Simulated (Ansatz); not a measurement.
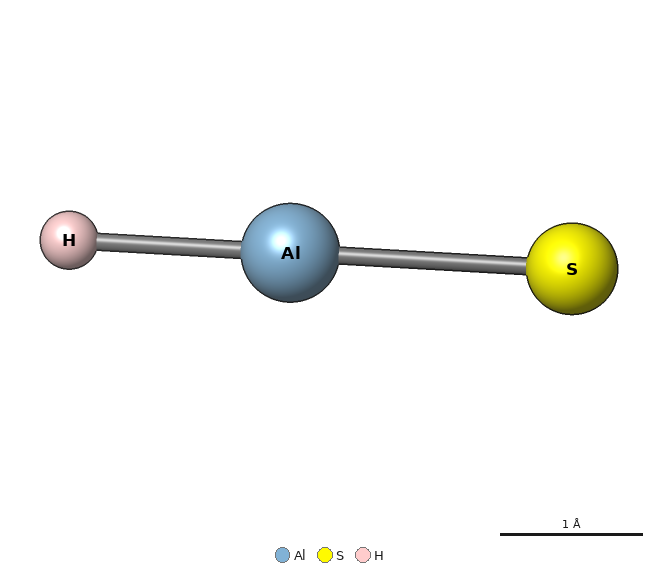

The picture shows a molecular structure as a ball-and-stick model.

The computed structure is the end point of a PBE0-D4/def2-TZVP optimisation.

Describe the molecule.

It has 3 atoms: 1 aluminium, 1 hydrogen and 1 sulfur (AlHS). This geometry has C∞v symmetry. All atoms lie on one line. Coordination: 1 Al linear.

More results for the same structure follow; atom numbers are the same in all pictures, views and colours differ.

**Shape**

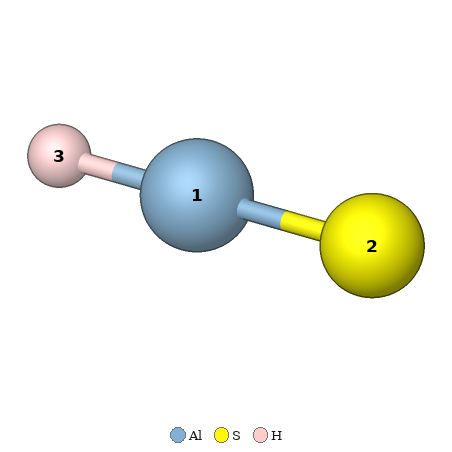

Give the bond lengths.

| bond | length (Å) |
| --- | --- |
| Al1–S2 | 1.999 |
| Al1–H3 | 1.569 |

**Vibrations**

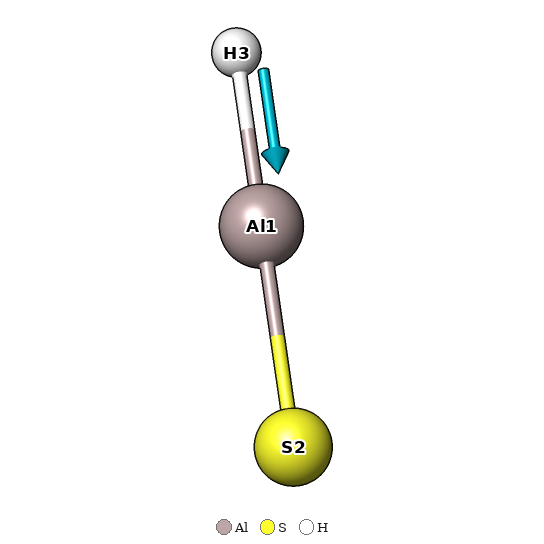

The arrows show one normal mode. Harmonic vibrations computed with RKS PBE0-D4/def2-TZVP (Ansatz 0.2.0) at a stationary point of the same level.

What kind of motion is it?

Answer. Mostly Al–H stretching.

At what wavenumber does it lie?

Answer. 1993 cm⁻¹; it is mode 4 of 4 counted from the lowest.

**Electronic properties**

Properties computed with RKS PBE0-D4/def2-TZVPP (Ansatz 0.2.0).

Predict the main results.

- HOMO energy (Kohn–Sham orbital): −7.12 eV
- LUMO energy (Kohn–Sham orbital): −1.48 eV
- HOMO–LUMO gap: 5.64 eV

**Dipole moment**

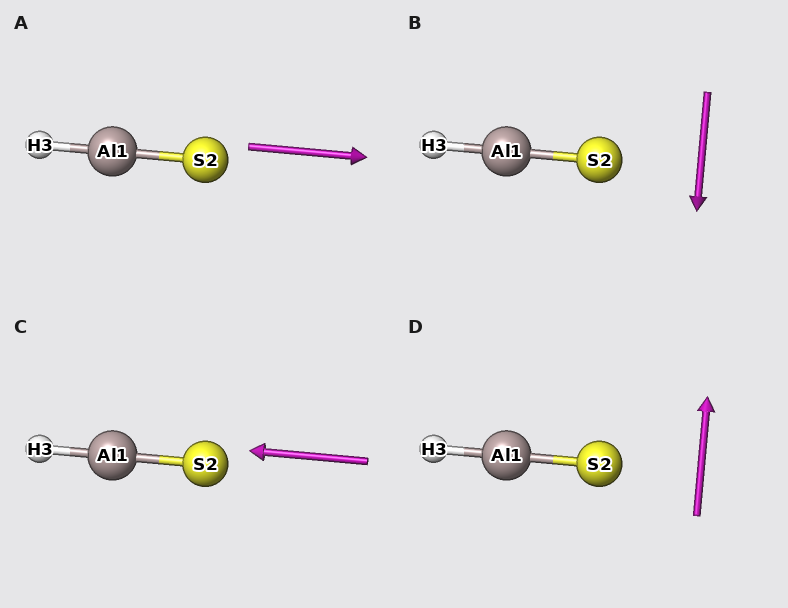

The same molecule four times, each with an arrow. Method: RKS PBE0-D4/def2-TZVP (Ansatz 0.2.0).

Which arrow points along the dipole moment, from the negative to the positive end?

Answer. C. The dipole moment is 3.92 D; it points from the side of S2 to the side of H3 (the outermost atoms at the two ends).
